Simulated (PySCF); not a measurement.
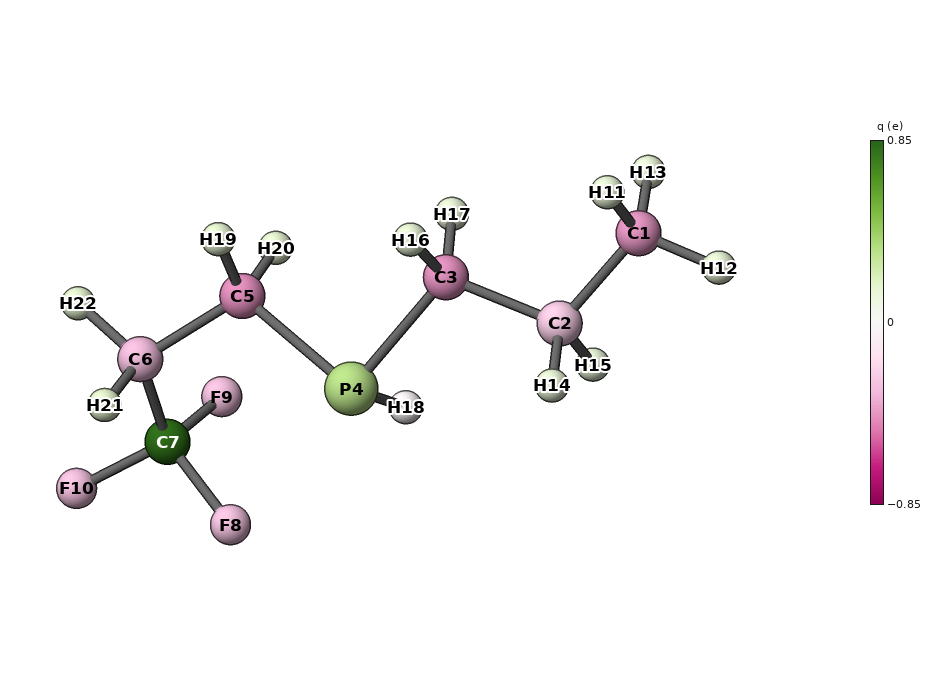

Atoms are coloured by their IAO charges. The computed structure is the end point of a GFN2-xTB optimisation. No frequency run is at hand to confirm it as a minimum. Method: PBE0/pcSseg-1, gas phase (PySCF 2.14.0).

Give the IAO charges atom by atom.

```csv
atom,value (e)
C1,−0.41
C2,−0.25
C3,−0.43
P4,0.33
C5,−0.43
C6,−0.30
C7,0.81
F8,−0.28
F9,−0.29
F10,−0.29
H11,0.14
H12,0.14
H13,0.14
H14,0.14
H15,0.13
H16,0.14
H17,0.13
H18,−0.03
H19,0.15
H20,0.15
H21,0.17
H22,0.17
```

The geometry is semi-empirical. Around P such bond lengths and angles can be off by a tenth of an ångström or more and by several degrees, and values that hang on the shape move with them.
